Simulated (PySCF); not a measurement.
# One shape, several levels: doublet H3NO+

Aim: a comparison of 6 runs (U-r2SCAN/STO-6G, UB2PLYP/STO-6G, UPBE0/STO-6G, UMP2/STO-6G, NEVPT2(3,3)/STO-6G, ROCCSD(T)/STO-6G) of doublet H3NO+. Input form: a Python script.

The calculation is run with PySCF 2.14.0.

10 further runs of the same task are left out: 2 that didn't finish, 8 set aside as unsound or not needed.

## Step 1: The molecule

H3NO+ has 5 atoms, charge +1, and is taken as a doublet. As SMILES of the parent species, `NO`. Geometry: relaxed at GFN2-xTB. This is one conformer, not always the lowest. That shape belongs to the parent species and isn't relaxed for this state.

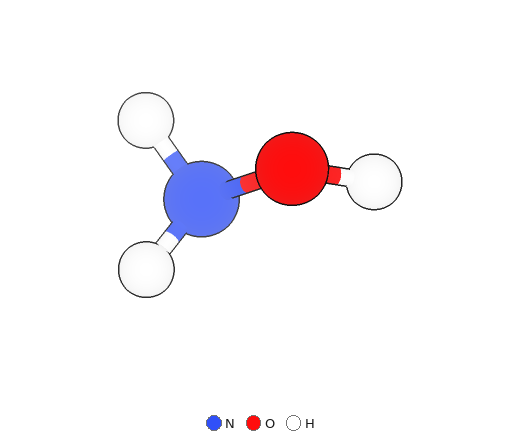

The structure, seen from a chosen angle (nitrogen blue, oxygen red, hydrogen white).

## Step 2: The energy at U-r2SCAN/STO-6G (run 1)

File mol.xyz:

```xyz
5
H3NO
N     -0.178910    -0.366440    -0.312920
O      0.371730     0.674250     0.501760
H     -0.161770    -1.206140     0.265260
H     -1.156690    -0.114310    -0.454620
H      1.125640     1.012630     0.000530
```

File run.py:

```python
from pyscf import gto, dft

mol = gto.M(
    atom='mol.xyz',
    max_memory=1860,
    basis='sto-6g',
    charge=1,
    spin=1,
    verbose=4,
)

ks = dft.UKS(mol, xc='r2scan')
ks.conv_tol = 1e-10
ks.grids.level = 5
ks.kernel()
if not ks.converged:
    ks = ks.newton().run(ks.mo_coeff, ks.mo_occ)

e_tot = ks.e_tot
print(f'total energy: {e_tot:.8f} hartree')
```

On the command line:

```sh
OMP_NUM_THREADS=1 python run.py
```

What it wrote:

```text
PySCF version 2.14.0

[... 57 lines left out ...]
WARN: HOMO -0.260602507987249 >= LUMO -0.260602507987247
[... 50 lines left out ...]
converged SCF energy = -130.821043555015  <S^2> = 0.75379507  2S+1 = 2.0037915
total energy: -130.82104356 hartree
```

Run time: 6.3 s. Hardware: 1 thread of Arm Neoverse V1, shared host; peak memory 0.19 GiB.

## Step 3: A single-point energy at UB2PLYP/STO-6G (run 2)

File input.xyz:

```xyz
5
H3NO
N     -0.178910    -0.366440    -0.312920
O      0.371730     0.674250     0.501760
H     -0.161770    -1.206140     0.265260
H     -1.156690    -0.114310    -0.454620
H      1.125640     1.012630     0.000530
```

File run.py:

```python
from pyscf import gto, dft, mp

mol = gto.M(
    atom='input.xyz',
    max_memory=1860,
    spin=1,
    charge=1,
    basis='sto-6g',
    verbose=3,
)

mf = dft.UKS(mol)
mf.xc = '0.53*HF + 0.47*B88, 0.73*LYP'
mf.conv_tol = 1e-10
mf.grids.level = 5
mf.kernel()
if not mf.converged:
    mf = mf.newton().run(mf.mo_coeff, mf.mo_occ)

pt = mp.MP2(mf, frozen=2).run()
energy = mf.e_tot + 0.27 * pt.e_corr
print('PT2 part  %.8f' % (0.27 * pt.e_corr))
print(f'total energy: {energy:.8f} hartree')
```

On the command line:

```sh
OMP_NUM_THREADS=1 python run.py
```

What it wrote:

```text
converged SCF energy = -130.650648168588  <S^2> = 0.7579499  2S+1 = 2.0079342
E(UMP2) = -130.772701348578  E_corr = -0.122053179989642
E(SCS-UMP2) = -130.78030367955  E_corr = -0.129655510961694
PT2 part  -0.03295436
total energy: -130.68360253 hartree
```

It took 5.1 s on 1 thread of Arm Neoverse V1, shared host; peak memory 0.18 GiB.

Runs 3 to 4 aren't shown in full; the table further down has their settings and results.

## Step 4: A single-point energy at NEVPT2(3,3)/STO-6G (run 5)

File run.py:

```python
import numpy
from pyscf import gto, scf, mp, mcscf, mrpt

system = gto.Mole()
system.atom = '''
N     -0.178910    -0.366440    -0.312920
O      0.371730     0.674250     0.501760
H     -0.161770    -1.206140     0.265260
H     -1.156690    -0.114310    -0.454620
H      1.125640     1.012630     0.000530
'''
system.spin = 1
system.max_memory = 1860
system.verbose = 3
system.basis = 'sto-6g'
system.charge = 1
system.build()

hf = scf.ROHF(system)
hf.conv_tol = 1e-10
hf.kernel()
if not hf.converged:
    hf = hf.newton().run(hf.mo_coeff, hf.mo_occ)

pt = mp.MP2(scf.addons.convert_to_uhf(hf)).run()
noons, natorbs = mcscf.addons.make_natural_orbitals(pt)
print('natural occupations', numpy.round(noons[:40], 4))
cas = mcscf.CASSCF(hf, 3, 3)
cas.fix_spin_(ss=0.75)
cas.natorb = True
cas.kernel(natorbs)
e_pt2 = mrpt.NEVPT(cas).kernel()
etot = cas.e_tot + e_pt2
print('Final energy', etot)
```

On the command line:

```sh
OMP_NUM_THREADS=1 python run.py
```

What it wrote:

```text
converged SCF energy = -130.223251726994
E(UMP2) = -130.309286941215  E_corr = -0.0860352142215195
E(SCS-UMP2) = -130.317006964008  E_corr = -0.0937552370139092
natural occupations [2.     2.     1.9983 1.9962 1.9916 1.9875 1.985  1.9733 1.0054 0.0286
 0.0125 0.0122 0.0094]
CASSCF energy = -130.253812642630
CASCI E = -130.253812642630  E(CI) = -4.51741883379603  S^2 = 0.7500000
Sr    (-1)',   E = -0.00018566626772
Si    (+1)',   E = -0.00678962463134
Sijrs (0)  ,   E = -0.03202450671744
Sijr  (+1) ,   E = -0.00474154853448
Srsi  (-1) ,   E = -0.00282900288101
Srs   (-2) ,   E = -0.00044780614652
Sij   (+2) ,   E = -0.00291175725784
Sir   (0)' ,   E = -0.01411754365162
Nevpt2 Energy = -0.064047456087968
Final energy -130.31786009871763
```

Wall time 1.1 s (1 thread of Arm Neoverse V1, shared host); peak memory 0.12 GiB.

## Step 5: The energy at ROCCSD(T)/STO-6G (run 6)

File start.xyz:

```xyz
5
H3NO
N     -0.178910    -0.366440    -0.312920
O      0.371730     0.674250     0.501760
H     -0.161770    -1.206140     0.265260
H     -1.156690    -0.114310    -0.454620
H      1.125640     1.012630     0.000530
```

File input.py:

```python
from pyscf import gto, scf, cc

system = gto.M(
    atom='start.xyz',
    verbose=4,
    spin=1,
    basis='sto-6g',
    charge=1,
    max_memory=1860,
)

mf = scf.ROHF(system)
mf.conv_tol = 1e-10
mf.kernel()
if not mf.converged:
    mf = mf.newton().run(mf.mo_coeff, mf.mo_occ)

mycc = cc.CCSD(mf, frozen=2)
mycc.kernel()
e_t = mycc.ccsd_t()
e_final = mycc.e_tot + e_t
print('E(%s) = %.9f' % ('CCSD(T)', e_final))
```

On the command line:

```sh
OMP_NUM_THREADS=1 python input.py
```

What it wrote:

```text
PySCF version 2.14.0

[... 65 lines left out ...]
converged SCF energy = -130.223251726994
[... 1 line left out ...]
WARN: RCCSD method does not support ROHF method. ROHF object is converted to UHF object and UCCSD method is called.
[... 12 lines left out ...]
Init t2, MP2 energy = -0.0857151659223789
[... 23 lines left out ...]
UCCSD converged
[... 2 lines left out ...]
E(CCSD(T)) = -130.344531484
```

It took 1.2 s on 1 thread of Arm Neoverse V1, shared host; peak memory 0.12 GiB.

## Step 6: The series

```csv
run,level,frozen core orbitals,integration grid,energy (Eh),HOMO energy (eV),LUMO energy (eV),⟨S²⟩,wall time
1,U-r2SCAN/STO-6G,–,5,-130.821044,-13.65,-13.23,0.754,6.3 s
2,UB2PLYP/STO-6G,2,5,-130.683603,-17.53,-10.01,0.758,5.1 s
3,UPBE0/STO-6G,–,5,-130.739707,-15.39,-12.16,0.754,4.8 s
4,UMP2/STO-6G,2,–,-130.311510,-20.91,-5.71,0.761,0.93 s
5,"NEVPT2(3,3)/STO-6G",–,–,-130.317860,–,–,–,1.1 s
6,ROCCSD(T)/STO-6G,2,–,-130.344531,–,–,0.750,1.2 s
```

## Step 7: Summary of results

```
                                          quantity          value
                               run 6: total energy  -130.34453 Eh
run 6: correlation energy (2 core orbitals frozen)     -121.3 mEh
                             run 6: (T) correction      -1.27 mEh
          run 6: ⟨S²⟩ of the reference determinant          0.750
                              run 6: T1 diagnostic          0.031
```

**Reading.** Totals of different functionals can't be ranked against each other. In runs 1, 2, 3, 4, 5, 6 the basis is minimal, so the values are rough. All runs together took 19 s, the longest 6.3 s.
